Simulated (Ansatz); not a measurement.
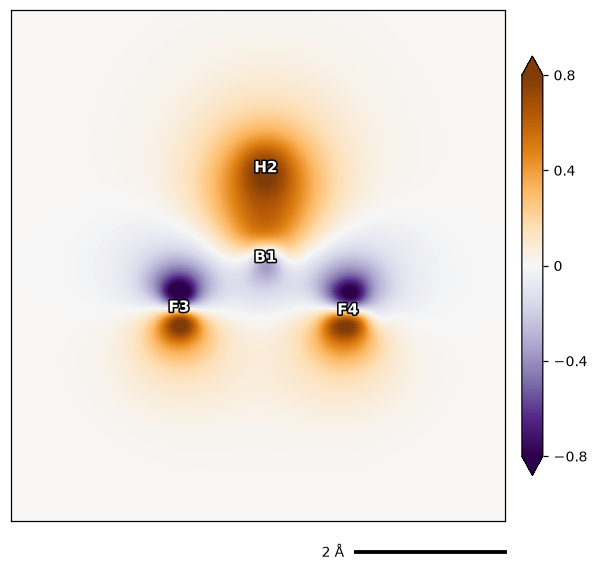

BF2H···HF. The HOMO on the plane of atoms H2, B1 and F3 (values in Å⁻³ᐟ²; the overall sign is arbitrary).

All numbers below come from RKS B3LYP/def2-SVP (Ansatz).

```xyz
6

B    -0.0719    0.3166    0.0550
H    -0.2364    1.0433    0.9926
F     1.1383   -0.1684   -0.2216
F    -1.0266    0.0879   -0.8201
F    -0.2732   -1.7478    1.2780
H     0.5757   -1.9342    0.9465
```

Question: What is the character of this orbital?

Answer: By Hirshfeld shares it lies mainly on H2 (about 35 %), B1 (about 25 %), F4 (about 20 %) and F3 (about 15 %). Its energy is −10.18 eV.
